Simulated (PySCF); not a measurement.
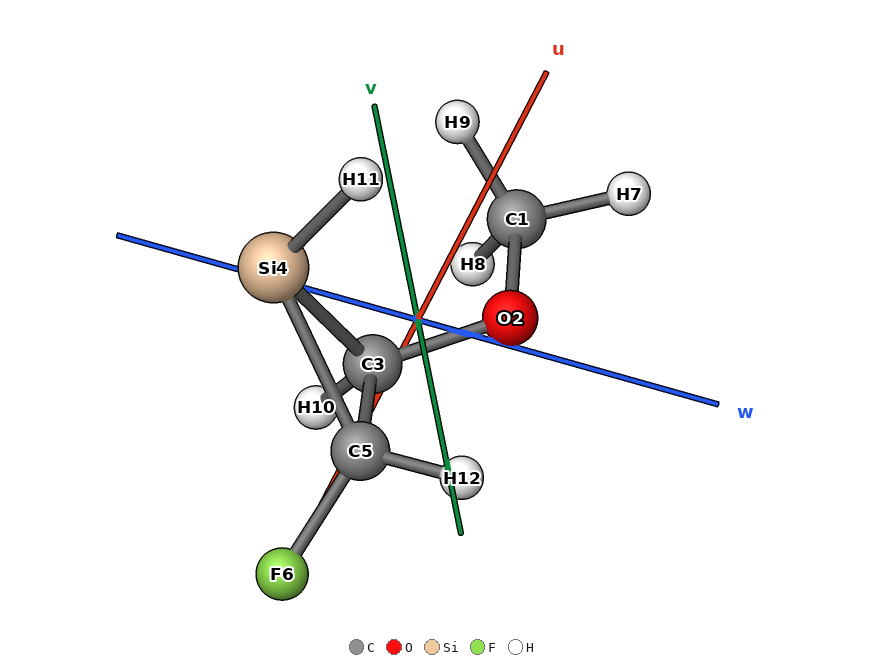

The lines u, v and w are the principal axes of the g tensor. State: neutral, doublet. Computed geometry: GFN2-xTB optimisation. No frequency run is at hand to confirm it as a minimum. Level of theory: UKS B3LYP, pcH-1 on C F H O Si, non-relativistic, mean-field spin-orbit, GIAO (PySCF 2.14.0).

> Along which axis does g lie farthest from the free-electron value?

Along u: the shift is 11445 ppm.

Give the principal values and shifts.

| axis | g | shift (ppm) |
| --- | --- | --- |
| u | 2.01376 | 11445 |
| v | 2.00412 | 1797 |
| w | 2.00197 | −346 |

The geometry is semi-empirical. Around Si such bond lengths and angles can be off by a tenth of an ångström or more and by several degrees, and values that hang on the shape move with them.
